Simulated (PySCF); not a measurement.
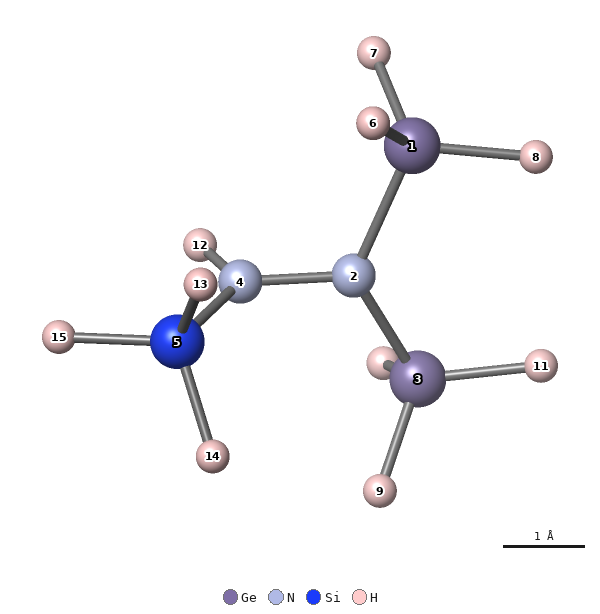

Figure 1. The structure (ball-and-stick view, seen at a tilt; atoms are numbered from 1 in the order of the input). Sticks mark near contacts.

**Run report: Ge₂SiN₂H₁₀, core-level calculation**

The run: core-level calculation of Ge₂SiN₂H₁₀, SMILES [SiH3]N[N]([GeH3])[GeH3]. Method and program: delta-SCF UKS SCAN, pcX-2 on the ionised atom, pcseg-1 elsewhere, spin-free X2C (PySCF 2.14.0).

**What the program printed**
```
ground state, core basis on atom 1 (N), 181 functions
  cycle   1  E = -4593.39238410  |g| = 4.45e-01
  cycle   2  E = -4593.26829782  |g| = 8.44e-01
  cycle   3  E = -4593.43162050  |g| = 1.43e-01
  cycle   4  E = -4593.43632741  |g| = 4.77e-02
  cycle   5  E = -4593.43677391  |g| = 1.85e-02
  cycle   6  E = -4593.43684409  |g| = 3.27e-03
  cycle   7  E = -4593.43684632  |g| = 8.41e-04
  cycle   8  E = -4593.43684614  |g| = 1.72e-04
  E(ground) = -4593.73627644 Eh
hole in N 1s of atom 1
  cycle   1  E = -4577.83223342  |g| = 1.88e+00
  cycle   2  E = -4575.84959661  |g| = 2.72e+00
  cycle   3  E = -4578.41730043  |g| = 5.71e-01
  cycle   4  E = -4578.51314739  |g| = 3.66e-01
  cycle   5  E = -4578.56955011  |g| = 1.33e-01
  cycle   6  E = -4578.57676353  |g| = 1.41e-02
  cycle   7  E = -4578.57687467  |g| = 5.45e-03
  cycle   8  E = -4578.57690513  |g| = 2.13e-03
  cycle   9  E = -4578.57690827  |g| = 8.83e-04
  cycle  10  E = -4578.57691187  |g| = 2.49e-04
  E(ion) = -4578.87548007 Eh   <S^2> = 0.7728   hole on atom = 1.000   binding energy = 404.383 eV
ground state, core basis on atom 3 (N), 181 functions
  cycle   1  E = -4593.43464062  |g| = 7.52e-02
  cycle   2  E = -4593.43450465  |g| = 3.31e-02
  cycle   3  E = -4593.43421962  |g| = 4.74e-02
  cycle   4  E = -4593.43474370  |g| = 5.16e-03
  cycle   5  E = -4593.43474977  |g| = 1.13e-03
  cycle   6  E = -4593.43475153  |g| = 2.32e-04
  E(ground) = -4593.73415471 Eh
hole in N 1s of atom 3
  cycle   1  E = -4577.83017822  |g| = 1.87e+00
  cycle   2  E = -4576.47945100  |g| = 2.43e+00
  cycle   3  E = -4578.40641770  |g| = 5.60e-01
  cycle   4  E = -4578.47115628  |g| = 4.22e-01
  cycle   5  E = -4578.54819017  |g| = 1.17e-01
  cycle   6  E = -4578.55384859  |g| = 1.86e-02
  cycle   7  E = -4578.55406428  |g| = 4.27e-03
  cycle   8  E = -4578.55409183  |g| = 1.53e-03
  cycle   9  E = -4578.55408421  |g| = 7.02e-04
  cycle  10  E = -4578.55408704  |g| = 2.06e-04
  E(ion) = -4578.85210592 Eh   <S^2> = 0.7682   hole on atom = 1.000   binding energy = 404.961 eV
ground state, core basis on atom 4 (Si), 192 functions
  cycle   1  E = -4593.51727368  |g| = 2.88e-01
  cycle   2  E = -4593.51732975  |g| = 4.31e-02
  cycle   3  E = -4593.51724417  |g| = 3.87e-02
  cycle   4  E = -4593.51746603  |g| = 1.49e-02
  cycle   5  E = -4593.51751191  |g| = 1.62e-03
  cycle   6  E = -4593.51751559  |g| = 6.81e-04
  cycle   7  E = -4593.51751530  |g| = 7.17e-05
  E(ground) = -4593.77706976 Eh
hole in Si 2p of atom 4
  cycle   1  E = -4589.24692678  |g| = 1.23e+00
  cycle   2  E = -4588.28491135  |g| = 1.50e+00
  cycle   3  E = -4589.35168912  |g| = 6.38e-01
  cycle   4  E = -4589.54106180  |g| = 2.25e-01
  cycle   5  E = -4589.56377688  |g| = 1.12e-01
  cycle   6  E = -4589.56991273  |g| = 2.06e-02
  cycle   7  E = -4589.57009478  |g| = 1.14e-02
  cycle   8  E = -4589.57014669  |g| = 3.55e-03
  cycle   9  E = -4589.57015370  |g| = 6.51e-04
  cycle  10  E = -4589.57015567  |g| = 1.77e-04
  E(ion) = -4589.84145396 Eh   <S^2> = 0.7521   hole on atom = 1.003   binding energy = 107.094 eV
  2p3/2 = 106.856 eV   2p1/2 = 107.480 eV
```

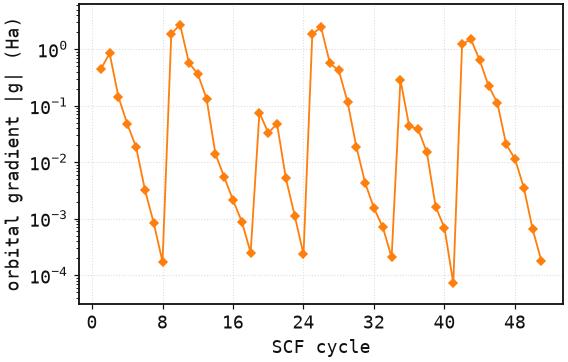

Figure 2. Convergence of the self-consistent field: orbital gradient |g| against the SCF cycle. All cycles printed in the log are drawn one after another.

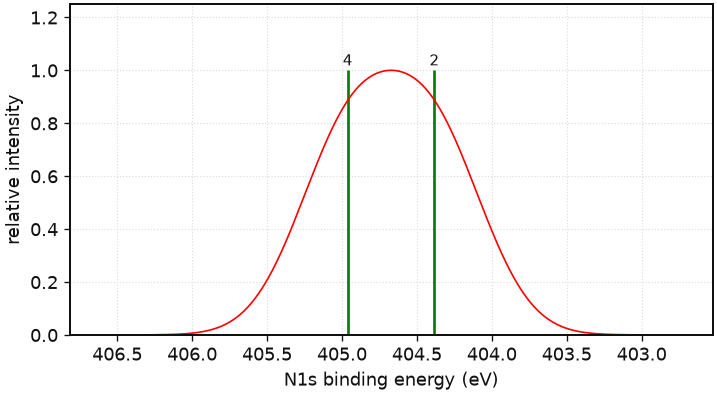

Figure 3. N1s binding energies by ΔSCF of the atoms computed, labelled by atom number, with a Gaussian envelope of 0.8 eV full width. They run from 404.38 eV (atom 2) to 404.96 eV (atom 4).

The run was set up as follows.

**The input**
```
{"job": {"kind": "xps", "holes": 5}, "charge": 0, "multiplicity": 1}
Ge     1.719556    -0.978360     0.601588
N      0.030318    -0.276548     0.326884
Ge    -1.420197    -0.358067     1.471470
N     -0.302436    -0.023138    -1.013894
Si    -0.124790     1.579399    -1.660830
H      2.751156    -0.016314    -0.014697
H      1.843088    -2.356927    -0.088418
H      1.918262    -1.120902     2.120855
H     -2.214663     0.952414     1.331390
H     -2.336084    -1.545672     1.092831
H     -0.875444    -0.544086     2.899037
H     -0.584330    -0.830488    -1.564449
H      1.292759     2.059828    -1.628594
H     -0.945923     2.568550    -0.896607
H     -0.594350     1.501782    -3.077229
```

The first line tells a small driver script what to run in PySCF; the rest is the geometry in Å.

Launched with:
```bash
OMP_NUM_THREADS=1 python <driver script> task.json out
```

**Summary**

| quantity | value |
| --- | --- |
| outcome | converged |
| hardware | 1 CPU thread, shared host |
| wall time | 53 s |
| peak memory | 0.69 GiB |
